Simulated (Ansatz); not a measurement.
**Nudged elastic band, with input and output: CH₇Al₂N (part 1 of 2)**

System: CH₇Al₂N.
Method: RKS PBE0-D4/cc-pVDZ (Ansatz 0.2.0).

It belongs to a series of runs on one base structure; here: band between the two ends. Figures and captions count atoms from 1; the log counts them from 0 in places.

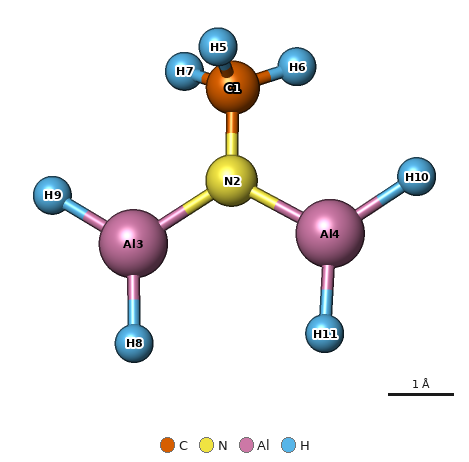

The starting structure (ball-and-stick view, seen at a tilt; atoms are numbered from 1 in the order of the input). Sticks mark near contacts.

Input file
```yaml
crystal:
  periodic: [false, false, false]
  atoms:
    - { symbol: C, position_ang: [-0.000425, 1.441908, 0.090736] }
    - { symbol: "N", position_ang: [0.045045, -0.023826, 0.011301] }
    - { symbol: Al, position_ang: [-0.411742, -1.022284, 1.460395] }
    - { symbol: Al, position_ang: [0.451583, -0.834248, -1.565247] }
    - { symbol: H, position_ang: [0.986534, 1.867741, 0.344412] }
    - { symbol: H, position_ang: [-0.310467, 1.897944, -0.864853] }
    - { symbol: H, position_ang: [-0.707455, 1.790065, 0.862938] }
    - { symbol: H, position_ang: [-0.304829, -2.604327, 1.341485] }
    - { symbol: H, position_ang: [-0.906846, -0.246862, 2.763268] }
    - { symbol: H, position_ang: [0.691676, 0.098936, -2.836171] }
    - { symbol: H, position_ang: [0.532425, -2.422048, -1.587665] }
basis:
  gaussian: { orbitals: cc-pVDZ }
hamiltonian:
  xc: pbe0
  dispersion: d4
neb:
  order_check: false
  images: 7
  f_tol: 0.03
  max_iterations: 60
  final_atoms:
    - { symbol: C, position_ang: [0.00028228, 1.44202902, 0.09129367] }
    - { symbol: "N", position_ang: [0.04123634, -0.02365626, 0.01013438] }
    - { symbol: Al, position_ang: [-0.42166163, -1.0214029, 1.45758271] }
    - { symbol: Al, position_ang: [0.46076159, -0.83459181, -1.56296027] }
    - { symbol: H, position_ang: [0.99606057, 1.86749167, 0.30776598] }
    - { symbol: H, position_ang: [-0.34592406, 1.89881975, -0.85147802] }
    - { symbol: H, position_ang: [-0.67721454, 1.79024793, 0.88950276] }
    - { symbol: H, position_ang: [-0.32516031, -2.60391791, 1.33552251] }
    - { symbol: H, position_ang: [-0.91273014, -0.24528618, 2.76174953] }
    - { symbol: H, position_ang: [0.53042678, -2.42288982, -1.58625584] }
    - { symbol: H, position_ang: [0.71942212, 0.09615553, -2.83225842] }
  initial_path:
    images:
      - { positions_ang: [[-0.000425, 1.441908, 0.090736], [0.045045, -0.023826, 0.011301], [-0.411742, -1.022284, 1.460395], [0.451583, -0.834248, -1.565247], [0.986534, 1.867741, 0.344412], [-0.310467, 1.897944, -0.864853], [-0.707455, 1.790065, 0.862938], [-0.304829, -2.604327, 1.341485], [-0.906846, -0.246862, 2.763268], [0.691676, 0.098936, -2.836171], [0.532425, -2.422048, -1.587665]] }
      - { positions_ang: [[-0.08073648, 1.41539313, 0.06264846], [-0.13327515, -0.03108526, -0.03183867], [-0.38851191, -1.00709257, 1.4644222], [0.47298892, -0.83495131, -1.54940442], [0.91350643, 1.7882706, 0.31391436], [-0.38095113, 1.90155962, -0.8971743], [-0.78054098, 1.80143031, 0.83329969], [-0.34794622, -2.58311799, 1.40410251], [-0.60402503, -0.21767765, 2.76605448], [0.99377459, -0.27362497, -2.39856663], [0.40121598, -2.01610489, -1.94685867]] }
      - { positions_ang: [[-0.16104795, 1.38887826, 0.03456092], [-0.31159531, -0.03834453, -0.07497834], [-0.36528182, -0.99190114, 1.46844939], [0.49439484, -0.83565463, -1.53356183], [0.84047885, 1.7088002, 0.28341672], [-0.45143527, 1.90517524, -0.92949561], [-0.85362696, 1.81279563, 0.80366138], [-0.39106343, -2.56190899, 1.46672002], [-0.30120407, -0.18849331, 2.76884095], [1.29587317, -0.64618595, -1.96096226], [0.27000695, -1.61016179, -2.30605234]] }
      - { positions_ang: [[-0.24135943, 1.36236339, 0.00647338], [-0.48991546, -0.04560379, -0.11811802], [-0.34205173, -0.97670972, 1.47247659], [0.51580075, -0.83635794, -1.51771925], [0.76745128, 1.6293298, 0.25291908], [-0.5219194, 1.90879086, -0.96181691], [-0.92671294, 1.82416094, 0.77402307], [-0.43418065, -2.54069998, 1.52933753], [0.0016169, -0.15930896, 2.77162743], [1.59797176, -1.01874692, -1.52335788], [0.13879793, -1.20421868, -2.66524602]] }
      - { positions_ang: [[-0.32167091, 1.33584852, -0.02161415], [-0.66823562, -0.05286305, -0.16125769], [-0.31882163, -0.96151829, 1.47650379], [0.53720667, -0.83706126, -1.50187667], [0.6944237, 1.5498594, 0.22242144], [-0.59240353, 1.91240648, -0.99413822], [-0.99979892, 1.83552626, 0.74438476], [-0.47729787, -2.51949097, 1.59195504], [0.30443787, -0.13012461, 2.7744139], [1.90007034, -1.39130789, -1.08575351], [0.0075889, -0.79827558, -3.02443969]] }
      - { positions_ang: [[-0.24118261, 1.36239364, 0.0066128], [-0.49086763, -0.04556136, -0.11840967], [-0.34453163, -0.97648944, 1.47177352], [0.5180954, -0.8364439, -1.51714757], [0.76983292, 1.62926747, 0.24375757], [-0.53078366, 1.9090098, -0.95847317], [-0.91915283, 1.82420667, 0.78066426], [-0.43926348, -2.54059771, 1.52784691], [0.00014587, -0.15891501, 2.77124781], [1.55765945, -1.64920338, -1.21087909], [0.18554721, -0.5746678, -2.97639437]] }
      - { positions_ang: [[-0.16069431, 1.38893877, 0.03483976], [-0.31349964, -0.03825966, -0.07556165], [-0.37024163, -0.99146059, 1.46704325], [0.49898413, -0.83582654, -1.53241847], [0.84524213, 1.70867554, 0.26509371], [-0.46916379, 1.90561311, -0.92280812], [-0.83850673, 1.81288709, 0.81694376], [-0.40122909, -2.56170444, 1.46373878], [-0.30414613, -0.1877054, 2.76808172], [1.21524856, -1.90709886, -1.33600467], [0.36350551, -0.35106002, -2.92834905]] }
      - { positions_ang: [[-0.08020602, 1.41548389, 0.06306672], [-0.13613165, -0.03095796, -0.03271363], [-0.39595163, -1.00643175, 1.46231298], [0.47987286, -0.83520918, -1.54768937], [0.92065135, 1.7880836, 0.28642984], [-0.40754393, 1.90221643, -0.88714307], [-0.75786063, 1.80156751, 0.85322326], [-0.3631947, -2.58281118, 1.39963064], [-0.60843813, -0.21649579, 2.76491562], [0.87283767, -2.16499434, -1.46113026], [0.54146382, -0.12745225, -2.88030373]] }
      - { positions_ang: [[0.00028228, 1.44202902, 0.09129367], [0.04123634, -0.02365626, 0.01013438], [-0.42166163, -1.0214029, 1.45758271], [0.46076159, -0.83459181, -1.56296027], [0.99606057, 1.86749167, 0.30776598], [-0.34592406, 1.89881975, -0.85147802], [-0.67721454, 1.79024793, 0.88950276], [-0.32516031, -2.60391791, 1.33552251], [-0.91273014, -0.24528618, 2.76174953], [0.53042678, -2.42288982, -1.58625584], [0.71942212, 0.09615553, -2.83225842]] }
```

Command:
```bash
ansatz run input.yaml --threads 2 --pin off --max-ram 3072MiB --backend cpu --events-out ev --progress --plain --runs-dir out
```

Output
```
Engine: ansatz 0.2.0, aarch64-unknown-linux-gnu
Functional definition: PBE0
  parameter a = 0.25
  parameter kappa = 0.804
  parameter beta = 0.06672455060314922
  exchange = (1 - a)*pbe_x(kappa = kappa, mu = beta*pi^2/3) + a*exact_x
  correlation = pbe_c(beta = beta)
1082 factors; integrals over basis functions are off by at most 4.0e-4 eV
mean field evaluation 1: about -15818.2955 eV, gradient 5.7e1 eV
mean field evaluation 2: about -15792.0114 eV, gradient 1.1e2 eV
mean field evaluation 4: about -15825.7731 eV, gradient 6.1e0 eV
mean field evaluation 8: about -15825.8883 eV, gradient 3.0e-2 eV
mean field -15825.88833887 eV, -581.5906692812 hartree, gradient 4.0e-5 eV, S^2 0.000000; 0 other end points of the search recorded, 0 dependent functions left out
the calculation of the forces begins
reference -15825.88837681 eV, -581.5906706754 hartree; 23, 23 occupied and 76, 76 virtual orbitals, 1082 factors
1082 factors; integrals over basis functions are off by at most 4.0e-4 eV
mean field evaluation 16: about -15792.0318 eV, gradient 1.1e2 eV
mean field -15825.88826219 eV, -581.5906664633 hartree, gradient 4.7e-5 eV, S^2 0.000000; 0 other end points of the search recorded, 0 dependent functions left out
[... from here on the field's lines of each further geometry are left out, up to the last ...]
NEB iter   1: max|band force component| = 3.658e1 eV/Å  barrier→ = 12.4668 eV  barrier← = 12.4667 eV  Δτ_max = 0.2000 Å  (220 SCF iters)
NEB iter   2: max|band force component| = 1.243e1 eV/Å  barrier→ = 3.9296 eV  barrier← = 3.9295 eV  Δτ_max = 0.1991 Å  (197 SCF iters)
NEB iter   3: max|band force component| = 6.616e0 eV/Å  barrier→ = 1.6748 eV  barrier← = 1.6747 eV  Δτ_max = 0.1989 Å  (190 SCF iters)
NEB iter   4: max|band force component| = 2.797e0 eV/Å  barrier→ = 0.5888 eV  barrier← = 0.5887 eV  Δτ_max = 0.1993 Å  (191 SCF iters)
NEB iter   5: max|band force component| = 9.979e-1 eV/Å  barrier→ = 0.3880 eV  barrier← = 0.3879 eV  Δτ_max = 0.1997 Å  (192 SCF iters)
NEB iter   6: max|band force component| = 4.429e-1 eV/Å  barrier→ = 0.3447 eV  barrier← = 0.3446 eV  CI = image 4  Δτ_max = 0.1984 Å  (190 SCF iters)
NEB iter   7: max|band force component| = 2.900e-1 eV/Å  barrier→ = 0.3276 eV  barrier← = 0.3275 eV  CI = image 4  Δτ_max = 0.1999 Å  (192 SCF iters)
NEB iter   8: max|band force component| = 2.523e-1 eV/Å  barrier→ = 0.3152 eV  barrier← = 0.3151 eV  CI = image 4  Δτ_max = 0.0984 Å  (193 SCF iters)
NEB iter   9: max|band force component| = 1.721e-1 eV/Å  barrier→ = 0.3106 eV  barrier← = 0.3105 eV  CI = image 4  Δτ_max = 0.0444 Å  (191 SCF iters)
NEB iter  10: max|band force component| = 1.055e-1 eV/Å  barrier→ = 0.3067 eV  barrier← = 0.3066 eV  CI = image 4  Δτ_max = 0.0880 Å  (179 SCF iters)
NEB iter  11: max|band force component| = 1.174e-1 eV/Å  barrier→ = 0.3007 eV  barrier← = 0.3007 eV  CI = image 4  Δτ_max = 0.0440 Å  (180 SCF iters)
NEB iter  12: max|band force component| = 1.439e-1 eV/Å  barrier→ = 0.2953 eV  barrier← = 0.2952 eV  CI = image 4  Δτ_max = 0.0220 Å  (190 SCF iters)
NEB iter  13: max|band force component| = 8.706e-2 eV/Å  barrier→ = 0.2930 eV  barrier← = 0.2929 eV  CI = image 4  Δτ_max = 0.0220 Å  (175 SCF iters)
NEB iter  14: max|band force component| = 8.614e-2 eV/Å  barrier→ = 0.2905 eV  barrier← = 0.2904 eV  CI = image 4  Δτ_max = 0.0439 Å  (189 SCF iters)
NEB iter  15: max|band force component| = 8.682e-2 eV/Å  barrier→ = 0.2852 eV  barrier← = 0.2851 eV  CI = image 4  Δτ_max = 0.0878 Å  (188 SCF iters)
NEB iter  16: max|band force component| = 1.153e-1 eV/Å  barrier→ = 0.2721 eV  barrier← = 0.2720 eV  CI = image 4  Δτ_max = 0.0878 Å  (182 SCF iters)
NEB iter  17: max|band force component| = 1.652e-1 eV/Å  barrier→ = 0.2557 eV  barrier← = 0.2556 eV  CI = image 4  Δτ_max = 0.1760 Å  (176 SCF iters)
NEB iter  18: max|band force component| = 4.415e-1 eV/Å  barrier→ = 0.2251 eV  barrier← = 0.2250 eV  CI = image 5  Δτ_max = 0.1760 Å  (182 SCF iters)
NEB iter  19: max|band force component| = 8.156e-1 eV/Å  barrier→ = 0.2372 eV  barrier← = 0.2371 eV  CI = image 3  Δτ_max = 0.1774 Å  (194 SCF iters)
NEB iter  20: max|band force component| = 2.207e-1 eV/Å  barrier→ = 0.2368 eV  barrier← = 0.2367 eV  CI = image 3  Δτ_max = 0.0690 Å  (199 SCF iters)
NEB iter  21: max|band force component| = 2.013e-1 eV/Å  barrier→ = 0.2346 eV  barrier← = 0.2345 eV  CI = image 3  Δτ_max = 0.1030 Å  (177 SCF iters)
NEB iter  22: max|band force component| = 1.508e-1 eV/Å  barrier→ = 0.2344 eV  barrier← = 0.2343 eV  CI = image 3  Δτ_max = 0.0696 Å  (183 SCF iters)
NEB iter  23: max|band force component| = 9.424e-2 eV/Å  barrier→ = 0.2343 eV  barrier← = 0.2342 eV  CI = image 3  Δτ_max = 0.0158 Å  (177 SCF iters)
NEB iter  24: max|band force component| = 6.045e-2 eV/Å  barrier→ = 0.2342 eV  barrier← = 0.2341 eV  CI = image 3  Δτ_max = 0.0944 Å  (153 SCF iters)
NEB iter  25: max|band force component| = 8.840e-2 eV/Å  barrier→ = 0.2341 eV  barrier← = 0.2340 eV  CI = image 3  Δτ_max = 0.0153 Å  (175 SCF iters)
NEB iter  26: max|band force component| = 3.954e-2 eV/Å  barrier→ = 0.2341 eV  barrier← = 0.2340 eV  CI = image 3  Δτ_max = 0.0085 Å  (145 SCF iters)
the calculation of the forces begins
reference -15825.82599347 eV, -581.5883781301 hartree; 23, 23 occupied and 76, 76 virtual orbitals, 1082 factors
1082 factors; integrals over basis functions are off by at most 4.3e-4 eV
mean field -15825.65446594 eV, -581.5820746095 hartree, gradient 7.4e-5 eV, S^2 0.000000; 1 other end points of the search recorded, 0 dependent functions left out
the calculation of the forces begins
reference -15825.65450319 eV, -581.5820759785 hartree; 23, 23 occupied and 76, 76 virtual orbitals, 1082 factors
NEB iter  27: max|band force component| = 1.062e-2 eV/Å  barrier→ = 0.2341 eV  barrier← = 0.2340 eV  CI = image 3  Δτ_max = 0.0000 Å  (317 SCF iters)
```
